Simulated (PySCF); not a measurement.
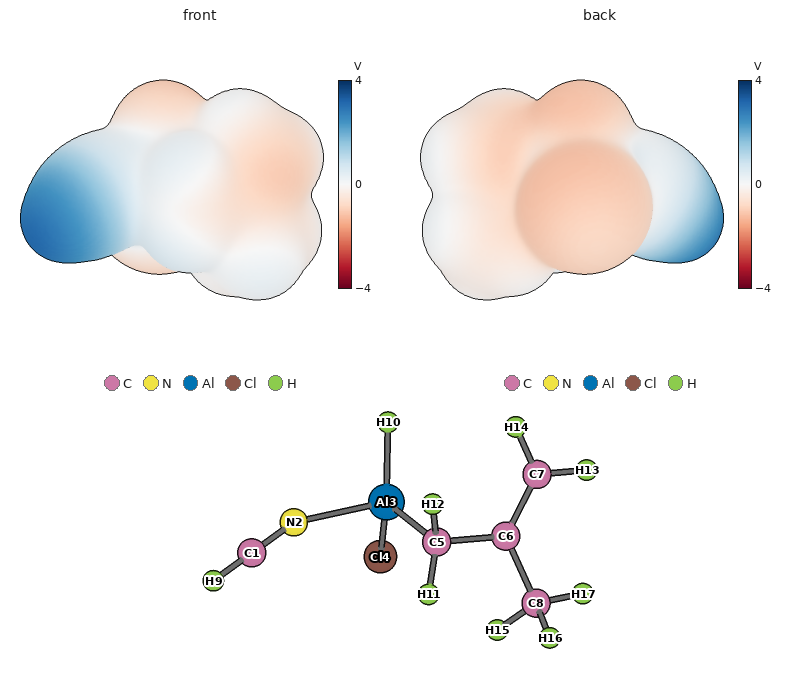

Figure. C5H9AlClN. The molecular electrostatic potential painted on the density surface at 0.001 e/bohr³, seen from the front and from behind; red is negative and blue positive. The bare structure is drawn below in the same view.

Geometry: GFN2-xTB.

The calculation used PySCF, PBE0/pcSseg-1, SCF density, gas phase, non-relativistic.

Input file:

```
{"job": {"kind": "nmr", "xc": "PBE0", "basis": "pcSseg-1"}, "charge": 0, "multiplicity": 1}
C      3.651433    -0.294148    -0.574152
N      2.846140     0.206261     0.070959
Al     1.061070     0.504438     0.903610
Cl     1.074941    -0.834076     2.445246
C      0.141832     0.079936    -0.866584
C     -1.196935     0.117812    -0.223572
C     -1.764908     1.263730     0.163217
C     -1.835106    -1.210084     0.045327
H      4.387809    -0.747869    -1.183271
H      1.074403     1.984419     1.287191
H      0.281181    -0.837521    -1.440238
H      0.273155     0.931476    -1.538653
H     -2.726983     1.291037     0.647142
H     -1.314147     2.214569    -0.070644
H     -1.134877    -1.850438     0.584100
H     -2.083399    -1.704649    -0.894023
H     -2.742606    -1.102863     0.634439
```

Launched as:

```sh
OMP_NUM_THREADS=1 python probes_run.py task.json out
```

Where is the surface potential most negative and most positive?

Answer. The most negative region (about −1.1 V) lies over Cl4 and H10, the most positive (about +3.0 V) over H9.

What dipole moment does the calculation give?

Answer. Its dipole moment is 6.97 D.
